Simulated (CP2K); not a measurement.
# InCl2F (SMILES [F][In]([Cl])[Cl]) at GFN2-xTB

What is the vertical electron affinity of InCl2F at GFN2-xTB? 

Program for the calculation: CP2K 2026.2.

**1. The molecule**

InCl2F has 4 atoms, charge 0, and is taken as a singlet. SMILES: `[F][In]([Cl])[Cl]`. Geometry: a GFN2-xTB relaxation, a rough one for these elements and not checked as a minimum.

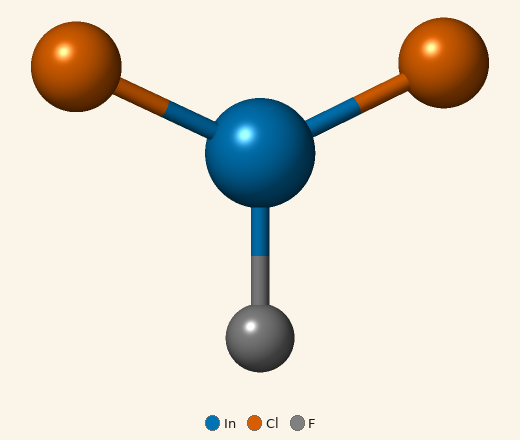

Viewed from a chosen angle; indium blue, chlorine orange, fluorine grey.

**2. Energy and forces at GFN2-xTB**

run.inp reads:

```
&GLOBAL
  PROJECT_NAME run
  RUN_TYPE ENERGY_FORCE
  PRINT_LEVEL MEDIUM
&END GLOBAL

&FORCE_EVAL
  METHOD QS
  &DFT
    ! Quickstep
    &QS
      METHOD XTB
      EPS_DEFAULT 1.0E-10
      &XTB
        GFN_TYPE TBLITE
        &TBLITE
          METHOD GFN2
        &END TBLITE
        CHECK_ATOMIC_CHARGES F
      &END XTB
    &END QS
    ! isolated system
    &POISSON
      PERIODIC NONE
      POISSON_SOLVER ANALYTIC
    &END POISSON
    &SCF
      SCF_GUESS ATOMIC
      EPS_SCF 1.0E-07
      MAX_SCF 150
      ADDED_MOS 8
      &DIAGONALIZATION
        ALGORITHM STANDARD
      &END DIAGONALIZATION
      &MIXING
        METHOD DIRECT_P_MIXING
        ALPHA 0.4
      &END MIXING
      &SMEAR ON
        METHOD FERMI_DIRAC
        ELECTRONIC_TEMPERATURE [K] 300
      &END SMEAR
    &END SCF
    &PRINT
      &MOMENTS
        PERIODIC F
        REFERENCE COM
        MAX_MOMENT 1
      &END MOMENTS
      &MO ON
        ENERGIES T
        OCCUPATION_NUMBERS T
        NDIGITS 6
        &EACH
          QS_SCF 0
        &END EACH
        ADD_LAST NUMERIC
      &END MO
      &HIRSHFELD OFF
      &END HIRSHFELD
    &END PRINT
  &END DFT
  &SUBSYS
    ! box in angstrom
    &CELL
      ABC 13.6 13.6 10
      PERIODIC NONE
    &END CELL
    &COORD
      UNIT bohr
      In     0.0215807     0.0369064     0.0080502
      Cl     4.3195171    -0.4413266     0.0247365
      Cl    -2.4558881     3.5809365    -0.0341662
      F     -1.8852097    -3.1765162     0.0013795
    &END COORD
    &TOPOLOGY
      &CENTER_COORDINATES
      &END CENTER_COORDINATES
    &END TOPOLOGY
  &END SUBSYS
  &PRINT
    &FORCES ON
    &END FORCES
  &END PRINT
&END FORCE_EVAL
```

Launch:

```sh
OMP_NUM_THREADS=1 cp2k.psmp -i run.inp -o run.out
```

Output:

```text
CP2K| version string:                                       CP2K version 2026.2
[...]
 GLOBAL| Method name                                                        CP2K
[...]
 GLOBAL| Run type                                                   ENERGY_FORCE
[...]
                             - Atoms:                                          4
[...]
                             - Spherical basis functions:                     31
[...]
 Number of electrons:                                                         24
[...]
  *** SCF run converged in    19 steps ***
[...]
  Fermi energy:                                                -0.39177708387239
[...]
 TB_DIPOLE| Moment [Debye]          1.30453175       2.19947000       0.00577585
 TB_DIPOLE| Derivative [a.u.]       0.00000000       0.00000000       0.00000000
[...]
 ENERGY| Total FORCE_EVAL ( QS ) energy [hartree]            -15.184010595594881
 FORCES| Atomic forces [hartree/bohr]
 FORCES|   Atom     x               y               z               |f|
 FORCES|      1  8.09086525E-05  9.41833834E-05 -1.40364774E-04   1.87400612E-04
 FORCES|      2 -1.33468879E-04  2.92796517E-05  4.67420042E-05   1.44416255E-04
 FORCES|      3  7.66466085E-05 -9.04301868E-05  4.84989946E-05   1.28079951E-04
 FORCES|      4 -2.40863817E-05 -3.30328483E-05  4.51237747E-05   6.08890622E-05
 FORCES| Sum    -2.25243001E-17  8.05020113E-18 -2.30392962E-19
 FORCES| Total atomic force                                       2.39207633E-17
[...]
```

Wall time 0.29 s (1 thread of Arm Neoverse V1, shared host).

**3. The doublet anion**

calc.inp reads:

```
&GLOBAL
    PROJECT calc
    RUN_TYPE ENERGY_FORCE
    PRINT_LEVEL MEDIUM
&END GLOBAL

&FORCE_EVAL
    METHOD Quickstep
    &DFT
        CHARGE -1
        MULTIPLICITY 2
        UNRESTRICTED_KOHN_SHAM T
        &QS
            METHOD XTB
            EPS_DEFAULT 1.0E-10
            &XTB
                GFN_TYPE TBLITE
                &TBLITE
                    METHOD GFN2
                &END TBLITE
                CHECK_ATOMIC_CHARGES F
            &END XTB
        &END QS
        &POISSON
            PERIODIC NONE
            POISSON_SOLVER ANALYTIC
        &END POISSON
        &SCF
            SCF_GUESS ATOMIC
            EPS_SCF 1.0E-07
            MAX_SCF 150
            ADDED_MOS 4
            &DIAGONALIZATION
                ALGORITHM STANDARD
            &END DIAGONALIZATION
            &MIXING
                METHOD DIRECT_P_MIXING
                ALPHA 0.4
            &END MIXING
            &SMEAR ON
                METHOD FERMI_DIRAC
                ELECTRONIC_TEMPERATURE [K] 300
            &END SMEAR
        &END SCF
        &PRINT
            &MOMENTS
                PERIODIC F
                REFERENCE COM
                MAX_MOMENT 1
            &END MOMENTS
            &MO ON
                ENERGIES T
                OCCUPATION_NUMBERS T
                NDIGITS 6
                &EACH
                    QS_SCF 0
                &END EACH
                ADD_LAST NUMERIC
            &END MO
            &HIRSHFELD OFF
            &END HIRSHFELD
        &END PRINT
    &END DFT
    &SUBSYS
        &CELL
            ABC 13.6 13.6 10
            PERIODIC NONE
        &END CELL
        &COORD
            UNIT bohr
            In     0.0215807     0.0369064     0.0080502
            Cl     4.3195171    -0.4413266     0.0247365
            Cl    -2.4558881     3.5809365    -0.0341662
            F     -1.8852097    -3.1765162     0.0013795
        &END COORD
        &TOPOLOGY
            &CENTER_COORDINATES
            &END CENTER_COORDINATES
        &END TOPOLOGY
    &END SUBSYS
    &PRINT
        &FORCES ON
        &END FORCES
    &END PRINT
&END FORCE_EVAL
```

Launch:

```sh
OMP_NUM_THREADS=1 cp2k.psmp calc.inp > calc.out
```

Output:

```text
CP2K| version string:                                       CP2K version 2026.2
[...]
 GLOBAL| Method name                                                        CP2K
[...]
 GLOBAL| Run type                                                   ENERGY_FORCE
[...]
                             - Atoms:                                          4
[...]
                             - Spherical basis functions:                     31
[...]
 Number of electrons:                                                         13
[...]
  *** SCF run converged in    17 steps ***
[...]
  Fermi energy:                                                -0.14981529528722
[...]
 TB_DIPOLE| Moment [Debye]          0.73100166       1.23385552       0.01932151
 TB_DIPOLE| Derivative [a.u.]       0.00000000       0.00000000       0.00000000
[...]
 ENERGY| Total FORCE_EVAL ( QS ) energy [hartree]            -15.440071809209920
 FORCES| Atomic forces [hartree/bohr]
 FORCES|   Atom     x               y               z               |f|
 FORCES|      1 -3.39962121E-03 -5.75341415E-03  5.42400201E-04   6.70472943E-03
 FORCES|      2  4.44767366E-02 -4.21485952E-03  9.33690567E-05   4.46760994E-02
 FORCES|      3 -2.50081233E-02  3.70448860E-02 -5.10836778E-04   4.46988900E-02
 FORCES|      4 -1.60689921E-02 -2.70766124E-02 -1.24932479E-04   3.14860453E-02
 FORCES| Sum    -1.04083409E-17 -1.38777878E-17  1.89735380E-19
 FORCES| Total atomic force                                       1.73482723E-17
[...]
```

Wall time 0.31 s (1 thread of Arm Neoverse V1, shared host).

**4. Summary of results**

Level: GFN2-xTB.

| quantity | value |
| --- | --- |
| singlet InCl2F: total energy | -15.18401 Eh |
| singlet InCl2F: dipole moment (from atomic charges alone) | 2.56 D |
| singlet InCl2F: HOMO energy | -12.72 eV |
| singlet InCl2F: LUMO energy | -9.76 eV |
| singlet InCl2F: HOMO–LUMO gap | 2.96 eV |
| singlet InCl2F: largest force on an atom | 0.010 eV/Å |
| doublet anion: total energy | -15.44007 Eh |
| doublet anion: HOMO energy (highest over α and β) | -4.19 eV |
| doublet anion: LUMO energy (lowest over α and β) | -3.97 eV |
| doublet anion: largest force on an atom | 2.299 eV/Å |
| vertical electron affinity (to the doublet anion) | 6.968 eV |

**Reading.** At fixed nuclei the extra electron is bound by 6.97 eV (161 kcal/mol). A minimal valence basis can't be trusted even for the sign of an electron affinity. No empirical shift is applied, and without it xTB methods put this difference several eV too high. The dipole (singlet InCl2F) comes from point charges on the atoms alone, without atomic dipoles, so it is partial.
